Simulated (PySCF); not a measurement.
# NO2F (nitryl fluoride), step by step

We compute a structure relaxation (HF/def2-mTZVPP), then vibrational wavenumbers, then a single-point energy (NEVPT2(4,3)/BFD-VDZ), then the excited states (TD-RPBE/6-31++G**) of NO2F (nitryl fluoride). 

The results are computed with PySCF 2.14.0.

## 1. The system as given

The species is NO2F (4 atoms), meant as a singlet with charge 0. As SMILES, `O=[N+]([O-])F`. All atoms were displaced at random from a relaxed shape. The run starts from this shape.

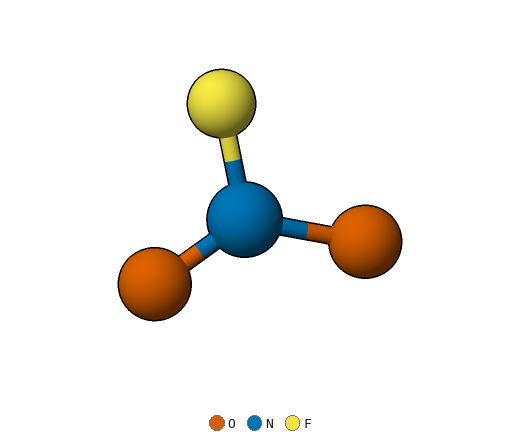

Viewed from a chosen angle; oxygen orange, nitrogen blue, fluorine yellow.

## 2. A structure relaxation at HF/def2-mTZVPP (density fitting with def2-universal-jkfit) (run 1)

Input file job.py:

```python
# nitryl fluoride
from pyscf import gto
from pyscf.geomopt.geometric_solver import kernel as optimise

mol = gto.M(
    atom=[
    ('O', (0.190068, 0.524783, 1.069308)),
    ('N', (0.058950, -0.027095, 0.045829)),
    ('O', (0.556630, -1.138980, -0.467824)),
    ('F', (-0.761710, 0.528949, -0.719671)),
],
    max_memory=1860,
    spin=0,
    basis='def2-mtzvpp',
    verbose=3,
    charge=0,
)

hf = mol.RHF()
hf = hf.density_fit(auxbasis='def2-universal-jkfit')
converged, mol_eq = optimise(hf, maxsteps=100)
print('converged:', converged)
print(mol_eq.tostring())

hf.reset(mol_eq)
mol = mol_eq
hf.kernel()
energy = hf.e_tot
print(f'total energy: {energy:.8f} hartree')
```

Started as:

```console
$ OMP_NUM_THREADS=1 python job.py
```

The program printed:

```text
maxiter                   100
----------------------------------------------------------
Custom engine selected.
Bonds will be generated from interatomic distances less than 1.20 times sum of covalent radii
12 internal coordinates being used (instead of 12 Cartesians)
Internal coordinate system (atoms numbered from 1):
Distance 1-2
Distance 2-3
Distance 2-4
Angle 1-2-4
Angle 3-2-4
Out-of-Plane 2-1-3-4
Translation-X 1-4
Translation-Y 1-4
Translation-Z 1-4
Rotation-A 1-4
Rotation-B 1-4
Rotation-C 1-4
> ===== Optimization Info: ====
> Job type: Energy minimization
> Maximum number of optimization cycles: 100
> Initial / maximum trust radius (Angstrom): 0.100 / 0.300
> Convergence Criteria:
> Will converge when all 5 criteria are reached:
>  |Delta-E| < 1.00e-06
>  RMS-Grad  < 3.00e-04
>  Max-Grad  < 4.50e-04
>  RMS-Disp  < 1.20e-03
>  Max-Disp  < 1.80e-03
> === End Optimization Info ===

Geometry optimization cycle 1
Cartesian coordinates (Angstrom)
 Atom        New coordinates             dX        dY        dZ
   O   0.190068   0.524783   1.069308    0.000000  0.000000  0.000000
   N   0.058950  -0.027095   0.045829   -0.000000  0.000000  0.000000
   O   0.556630  -1.138980  -0.467824    0.000000  0.000000  0.000000
   F  -0.761710   0.528949  -0.719671    0.000000  0.000000  0.000000

WARN: Mole.unit (angstrom) is changed to Bohr

converged SCF energy = -303.503241059084
--------------- DFRHF_Scanner gradients ---------------
         x                y                z
0 O    -0.0090750055     0.0370051134     0.0410148393
1 N    -0.0727066369     0.1022216400    -0.0222818823
2 O     0.0437889641    -0.1150541699    -0.0619073246
3 F     0.0379926782    -0.0241725835     0.0431743675
----------------------------------------------
cycle 1: E = -303.503241059  dE = -303.503  norm(grad) = 0.205536
Step    0 : Gradient = 1.028e-01/1.378e-01 (rms/max) Energy = -303.5032410591
Hessian Eigenvalues: 4.50000e-02 5.00000e-02 5.00000e-02 ... 6.14238e-01 8.23342e-01 1.21370e+00

Geometry optimization cycle 2
Cartesian coordinates (Angstrom)
 Atom        New coordinates             dX        dY        dZ
   O   0.256053   0.428844   1.052252    0.065985 -0.095939 -0.017056
   N   0.029191  -0.028772   0.022795   -0.029759 -0.001677 -0.023034
   O   0.557826  -1.057844  -0.368683    0.001196  0.081136  0.099141
   F  -0.799132   0.545429  -0.778723   -0.037422  0.016480 -0.059052
converged SCF energy = -303.522984559241
--------------- DFRHF_Scanner gradients ---------------
         x                y                z
0 O     0.0274920055    -0.0396371620    -0.0035090758
1 N    -0.0867274214     0.1070671227    -0.0136753711
2 O     0.0469181938    -0.0556325703     0.0111217736
3 F     0.0123172220    -0.0117973905     0.0060626733
----------------------------------------------
cycle 2: E = -303.522984559  dE = -0.0197435  norm(grad) = 0.165103
Step    1 : Displace = 9.597e-02/1.281e-01 (rms/max) Trust = 1.000e-01 (=) Grad = 8.255e-02/1.385e-01 (rms/max) E (change) = -303.5229845592 (-1.974e-02) Quality = 0.839
Hessian Eigenvalues: 4.53500e-02 5.00000e-02 5.00000e-02 ... 7.73244e-01 9.27298e-01 1.34626e+00

Geometry optimization cycle 3
Cartesian coordinates (Angstrom)
 Atom        New coordinates             dX        dY        dZ
   O   0.217947   0.464501   1.028786   -0.038107  0.035658 -0.023466
   N   0.115695  -0.112197   0.070617    0.086504 -0.083426  0.047822
   O   0.464609  -0.950077  -0.400791   -0.093217  0.107767 -0.032108
   F  -0.754312   0.485430  -0.770970    0.044820 -0.059999  0.007752
converged SCF energy = -303.483920904072
--------------- DFRHF_Scanner gradients ---------------
         x                y                z
0 O    -0.0211344407    -0.0380206864    -0.0919019631
1 N     0.1471211850    -0.2679272991    -0.0799509739
2 O    -0.1739934179     0.3547002783     0.1479008725
3 F     0.0480066736    -0.0487522928     0.0239520646
----------------------------------------------
cycle 3: E = -303.483920904  dE = 0.0390637  norm(grad) = 0.541642
Step    2 : Displace = 1.083e-01/1.494e-01 (rms/max) Trust = 1.414e-01 (+) Grad = 2.708e-01/4.219e-01 (rms/max) E (change) = -303.4839209041 (+3.906e-02) Quality = -1.393
Rejecting step - quality is lower than -1.0
Hessian Eigenvalues: 4.53500e-02 5.00000e-02 5.00000e-02 ... 7.73244e-01 9.27298e-01 1.34626e+00

Geometry optimization cycle 4
Cartesian coordinates (Angstrom)
 Atom        New coordinates             dX        dY        dZ
   O   0.227576   0.464530   1.047194    0.009629  0.000029  0.018407
   N   0.072791  -0.067785   0.049420   -0.042903  0.044412 -0.021197
   O   0.515955  -1.024647  -0.402929    0.051346 -0.074570 -0.002139
   F  -0.772384   0.515559  -0.766042   -0.018072  0.030129  0.004929
converged SCF energy = -303.535127611156
--------------- DFRHF_Scanner gradients ---------------
         x                y                z
0 O    -0.0018228149    -0.0184636204    -0.0294420523
1 N    -0.0051780695     0.0127414760     0.0108932523
2 O    -0.0148655194     0.0261609119     0.0056733146
3 F     0.0218664038    -0.0204387675     0.0128754854
----------------------------------------------
cycle 4: E = -303.535127611  dE = -0.0512067  norm(grad) = 0.0593136
Step    3 : Displace = 5.481e-02/6.575e-02 (rms/max) Trust = 5.414e-02 (x) Grad = 2.966e-02/3.480e-02 (rms/max) E (change) = -303.5351276112 (-1.214e-02) Quality = 0.618
Hessian Eigenvalues: 4.53480e-02 5.00000e-02 5.00000e-02 ... 6.78551e-01 1.16218e+00 1.23844e+00

Geometry optimization cycle 5
Cartesian coordinates (Angstrom)
 Atom        New coordinates             dX        dY        dZ
   O   0.216185   0.476263   1.048691   -0.011390  0.011732  0.001498
   N   0.082358  -0.073428   0.041338    0.009566 -0.005642 -0.008081
   O   0.531980  -1.053891  -0.405836    0.016025 -0.029243 -0.002906
   F  -0.786585   0.538713  -0.756552   -0.014202  0.023153  0.009490
converged SCF energy = -303.53652197923
--------------- DFRHF_Scanner gradients ---------------
         x                y                z
0 O    -0.0063176763     0.0036423229    -0.0025011196
1 N    -0.0048735043     0.0143469586    -0.0022059206
2 O     0.0057802009    -0.0166442865    -0.0067046141
3 F     0.0054109797    -0.0013449950     0.0114116543
----------------------------------------------
cycle 5: E = -303.536521979  dE = -0.00139437  norm(grad) = 0.028471
Step    4 : Displace = 2.451e-02/3.375e-02 (rms/max) Trust = 5.414e-02 (=) Grad = 1.424e-02/1.885e-02 (rms/max) E (change) = -303.5365219792 (-1.394e-03) Quality = 0.686
Hessian Eigenvalues: 4.62803e-02 5.00000e-02 5.00000e-02 ... 8.46442e-01 1.02599e+00 1.22599e+00

Geometry optimization cycle 6
Cartesian coordinates (Angstrom)
 Atom        New coordinates             dX        dY        dZ
   O   0.229898   0.472957   1.052929    0.013712 -0.003305  0.004237
   N   0.069288  -0.083014   0.048635   -0.013070 -0.009586  0.007296
   O   0.533262  -1.041701  -0.402195    0.001282  0.012190  0.003641
   F  -0.788510   0.539415  -0.771726   -0.001924  0.000702 -0.015174
converged SCF energy = -303.536879704726
--------------- DFRHF_Scanner gradients ---------------
         x                y                z
0 O     0.0038061620     0.0038099155     0.0024151467
1 N    -0.0113254065    -0.0057183219    -0.0028265112
2 O     0.0043545261     0.0007085401    -0.0005844214
3 F     0.0031647185     0.0011998662     0.0009957859
----------------------------------------------
cycle 6: E = -303.536879705  dE = -0.000357725  norm(grad) = 0.0153636
Step    5 : Displace = 1.525e-02/1.774e-02 (rms/max) Trust = 5.414e-02 (=) Grad = 7.682e-03/1.300e-02 (rms/max) E (change) = -303.5368797047 (-3.577e-04) Quality = 0.636
Hessian Eigenvalues: 5.00000e-02 5.00000e-02 5.00000e-02 ... 8.38649e-01 1.06400e+00 1.19594e+00

Geometry optimization cycle 7
Cartesian coordinates (Angstrom)
 Atom        New coordinates             dX        dY        dZ
   O   0.229046   0.456777   1.063927   -0.000852 -0.016181  0.010998
   N   0.095766  -0.062834   0.036161    0.026478  0.020179 -0.012473
   O   0.519236  -1.036008  -0.390840   -0.014026  0.005693  0.011355
   F  -0.800110   0.529723  -0.781606   -0.011600 -0.009691 -0.009880
converged SCF energy = -303.535989831637
--------------- DFRHF_Scanner gradients ---------------
         x                y                z
0 O     0.0006291102    -0.0094209893     0.0076037271
1 N     0.0173715235    -0.0009086463    -0.0182181036
2 O    -0.0125058977     0.0149694728     0.0143831579
3 F    -0.0054947360    -0.0046398371    -0.0037687814
----------------------------------------------
cycle 7: E = -303.535989832  dE = 0.000889873  norm(grad) = 0.037878
Step    6 : Displace = 2.413e-02/3.548e-02 (rms/max) Trust = 5.414e-02 (=) Grad = 1.894e-02/2.519e-02 (rms/max) E (change) = -303.5359898316 (+8.899e-04) Quality = -1.752
Rejecting step - quality is lower than -1.0
Hessian Eigenvalues: 5.00000e-02 5.00000e-02 5.00000e-02 ... 8.38649e-01 1.06400e+00 1.19594e+00

Geometry optimization cycle 8
Cartesian coordinates (Angstrom)
 Atom        New coordinates             dX        dY        dZ
   O   0.228560   0.465975   1.058093   -0.000485  0.009198 -0.005834
   N   0.083231  -0.073314   0.043415   -0.012536 -0.010480  0.007254
   O   0.525929  -1.039298  -0.397793    0.006693 -0.003290 -0.006954
   F  -0.793782   0.534295  -0.776072    0.006328  0.004572  0.005534
converged SCF energy = -303.536953669634
--------------- DFRHF_Scanner gradients ---------------
         x                y                z
0 O     0.0014511870    -0.0023880494     0.0040181637
1 N     0.0038397539    -0.0027284946    -0.0082783759
2 O    -0.0042759808     0.0069201144     0.0055635028
3 F    -0.0010149600    -0.0018035704    -0.0013032906
----------------------------------------------
cycle 8: E = -303.53695367  dE = -0.000963838  norm(grad) = 0.0147574
Step    7 : Displace = 1.166e-02/1.773e-02 (rms/max) Trust = 1.206e-02 (x) Grad = 7.379e-03/9.855e-03 (rms/max) E (change) = -303.5369536696 (-7.396e-05) Quality = 0.192
Hessian Eigenvalues: 5.00000e-02 5.00000e-02 5.00000e-02 ... 8.83631e-01 9.96756e-01 1.19305e+00

Geometry optimization cycle 9
Cartesian coordinates (Angstrom)
 Atom        New coordinates             dX        dY        dZ
   O   0.225674   0.471534   1.055172   -0.002887  0.005559 -0.002921
   N   0.080677  -0.076395   0.047251   -0.002554 -0.003081  0.003836
   O   0.528153  -1.043139  -0.403041    0.002224 -0.003841 -0.005247
   F  -0.790566   0.535658  -0.771740    0.003216  0.001363  0.004332
converged SCF energy = -303.53706998288
--------------- DFRHF_Scanner gradients ---------------
         x                y                z
0 O    -0.0003628571     0.0009554991     0.0009651961
1 N    -0.0004095838     0.0011222578    -0.0002591871
2 O    -0.0002143962    -0.0010128338    -0.0013896447
3 F     0.0009868371    -0.0010649232     0.0006836357
----------------------------------------------
cycle 9: E = -303.537069983  dE = -0.000116313  norm(grad) = 0.00300813
Step    8 : Displace = 6.258e-03/6.913e-03 (rms/max) Trust = 5.831e-03 (-) Grad = 1.504e-03/1.733e-03 (rms/max) E (change) = -303.5370699829 (-1.163e-04) Quality = 0.880
Hessian Eigenvalues: 5.00000e-02 5.00000e-02 5.00000e-02 ... 9.16716e-01 9.97360e-01 1.32484e+00

Geometry optimization cycle 10
Cartesian coordinates (Angstrom)
 Atom        New coordinates             dX        dY        dZ
   O   0.226089   0.470514   1.053948    0.000415 -0.001020 -0.001224
   N   0.080121  -0.077409   0.046597   -0.000555 -0.001014 -0.000654
   O   0.529362  -1.043083  -0.401281    0.001209  0.000056  0.001759
   F  -0.791635   0.537635  -0.771621   -0.001069  0.001977  0.000119
converged SCF energy = -303.537075878373
--------------- DFRHF_Scanner gradients ---------------
         x                y                z
0 O    -0.0000858000     0.0002050200    -0.0000733425
1 N    -0.0002987292    -0.0008031193    -0.0011385842
2 O     0.0000634939     0.0004391186     0.0005215956
3 F     0.0003210353     0.0001589807     0.0006903311
----------------------------------------------
cycle 10: E = -303.537075878  dE = -5.89549e-06  norm(grad) = 0.00177741
Step    9 : Displace = 1.874e-03/2.275e-03 (rms/max) Trust = 8.246e-03 (+) Grad = 8.887e-04/1.425e-03 (rms/max) E (change) = -303.5370758784 (-5.895e-06) Quality = 0.702
Hessian Eigenvalues: 5.00000e-02 5.00000e-02 5.00000e-02 ... 9.26509e-01 9.81213e-01 1.27085e+00

Geometry optimization cycle 11
Cartesian coordinates (Angstrom)
 Atom        New coordinates             dX        dY        dZ
   O   0.226443   0.470398   1.054639    0.000354 -0.000116  0.000691
   N   0.080295  -0.076953   0.047043    0.000174  0.000456  0.000446
   O   0.528985  -1.042871  -0.401534   -0.000377  0.000211 -0.000252
   F  -0.791785   0.537083  -0.772506   -0.000151 -0.000552 -0.000885
converged SCF energy = -303.537077663867
--------------- DFRHF_Scanner gradients ---------------
         x                y                z
0 O     0.0001230831     0.0000738639     0.0003003729
1 N    -0.0002240788    -0.0000811015    -0.0004497433
2 O    -0.0000019594     0.0000974369     0.0000966236
3 F     0.0001029551    -0.0000901993     0.0000527468
----------------------------------------------
cycle 11: E = -303.537077664  dE = -1.78549e-06  norm(grad) = 0.000640499
Step   10 : Displace = 7.752e-04/9.973e-04 (rms/max) Trust = 8.246e-03 (=) Grad = 3.202e-04/5.090e-04 (rms/max) E (change) = -303.5370776639 (-1.785e-06) Quality = 1.026
Hessian Eigenvalues: 5.00000e-02 5.00000e-02 5.00000e-02 ... 8.80152e-01 1.01474e+00 1.26433e+00

Geometry optimization cycle 12
Cartesian coordinates (Angstrom)
 Atom        New coordinates             dX        dY        dZ
   O   0.226340   0.470439   1.054557   -0.000103  0.000041 -0.000082
   N   0.080460  -0.076977   0.047166    0.000165 -0.000024  0.000123
   O   0.528961  -1.042944  -0.401625   -0.000025 -0.000073 -0.000091
   F  -0.791822   0.537139  -0.772456   -0.000037  0.000056  0.000050
converged SCF energy = -303.537077825974
--------------- DFRHF_Scanner gradients ---------------
         x                y                z
0 O     0.0000051890     0.0000229721     0.0000603627
1 N    -0.0000336111     0.0000176404    -0.0000931341
2 O    -0.0000206732     0.0000108740    -0.0000045186
3 F     0.0000490953    -0.0000514865     0.0000372900
----------------------------------------------
cycle 12: E = -303.537077826  dE = -1.62107e-07  norm(grad) = 0.000146051
Step   11 : Displace = 1.433e-04/2.073e-04 (rms/max) Trust = 1.166e-02 (+) Grad = 7.303e-05/1.006e-04 (rms/max) E (change) = -303.5370778260 (-1.621e-07) Quality = 1.171
Hessian Eigenvalues: 5.00000e-02 5.00000e-02 5.00000e-02 ... 8.80152e-01 1.01474e+00 1.26433e+00
Converged! =D

converged: True
O           0.22633962        0.47043901        1.05455694
N           0.08046002       -0.07697688        0.04716575
O           0.52896054       -1.04294403       -0.40162457
F          -0.79182219        0.53713889       -0.77245611
converged SCF energy = -303.537077825995
total energy: -303.53707783 hartree
```

Wall time 26 s (1 thread of Intel Xeon at 2.50GHz (Skylake/Cascade Lake), shared host); peak memory 0.25 GiB.

The path in brief:

```
step  energy from the first frame kept (eV)  largest force (eV/Å)
   0                                 0.0000                7.0857
   1                                -0.5372                7.1201
   2                                 0.5257               21.6926
   3                                -0.8677                1.7895
   4                                -0.9056                0.9694
   5                                -0.9154                0.6684
   6                                -0.8911                1.2953
   7                                -0.9174                0.5068
   8                                -0.9205                0.0891
   9                                -0.9207                0.0733
  10                                -0.9207                0.0262
  11                                -0.9207                0.0052
```

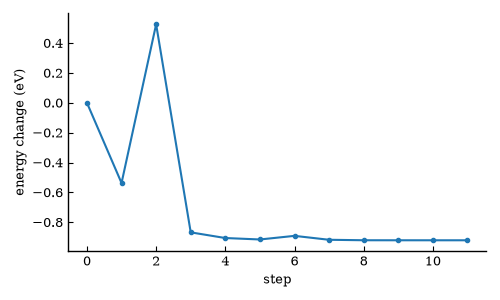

Energy along the run.

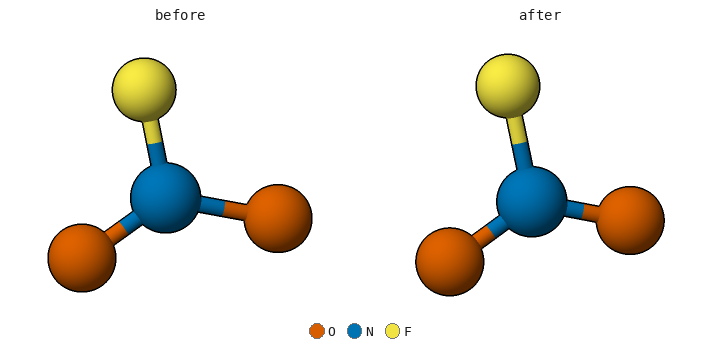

Before and after, at one scale.

After the run. Bond lengths: O1–N2 1.156 Å, N2–O3 1.156 Å, N2–F4 1.345 Å. Angles: O1–N2–O3 133.3°, O1–N2–F4 113.4°, O3–N2–F4 113.4°.

## 3. The harmonic vibrations at HF/def2-mTZVPP (density fitting with def2-universal-jkfit) (run 2)

Input file job.py:

```python
import numpy
from pyscf import gto, scf, symm
from pyscf.hessian import thermo

molecule = gto.M(
    atom=[
    ('O', (0.257763, 0.467847, 1.111377)),
    ('N', (0.108458, -0.075556, 0.102950)),
    ('O', (0.554285, -1.041212, -0.350496)),
    ('F', (-0.763824, 0.538560, -0.716672)),
],
    charge=0,
    max_memory=1860,
    basis='def2-mtzvpp',
    verbose=3,
    spin=0,
)

myscf = scf.RHF(molecule)
myscf = myscf.density_fit(auxbasis='def2-universal-jkfit')
myscf.kernel()

etot = myscf.e_tot
print('E = %.10f Eh' % etot)
hess = myscf.Hessian().kernel()
modes = thermo.harmonic_analysis(molecule, hess)
print('frequencies (1/cm)', numpy.round(modes['freq_wavenumber'], 1))
symm.geom.TOLERANCE = 1e-3  # for the symmetry number
th = thermo.thermo(myscf, modes['freq_au'], 298.15, 101325)
thermo.dump_thermo(molecule, th)
```

Started as:

```console
$ OMP_NUM_THREADS=1 python job.py
```

The program printed:

```text
converged SCF energy = -303.537068589874
E = -303.5370685899 Eh
frequencies (1/cm) [ 703.5  768.7  906.  1050.6 1538.3 1944.9]
temperature 298.1500 [K]
pressure 101325.00 [Pa]
Rotational constants [GHz] 14.03380 12.86407 6.71175
Symmetry number 1
Zero-point energy (ZPE) 0.01575 [Eh]   41342.613 [J/mol]
                           tot       elec      trans        rot        vib
Entropy [J/mol/K]       260.637      0.000    160.808     96.647      3.182
Cv [J/mol/K]             35.083      0.000     12.472     12.472     10.140
Cp [J/mol/K]             43.397      0.000     20.786     12.472     10.140
Internal energy [J/mol]                      3718.434   3718.434  42096.604
Internal energy [Eh]   -303.51820  -303.53707
Enthalpy [J/mol]                             6197.391   3718.434  42096.604
Enthalpy [Eh]          -303.51726
Gibbs free energy [J/mol]                  -41747.556 -25096.813  41147.742
Gibbs free energy [Eh] -303.54686
```

Wall time 29 s (1 thread of Intel Xeon at 2.50GHz (Skylake/Cascade Lake), shared host); peak memory 0.57 GiB.

(Part 1 of 3 ends here.)
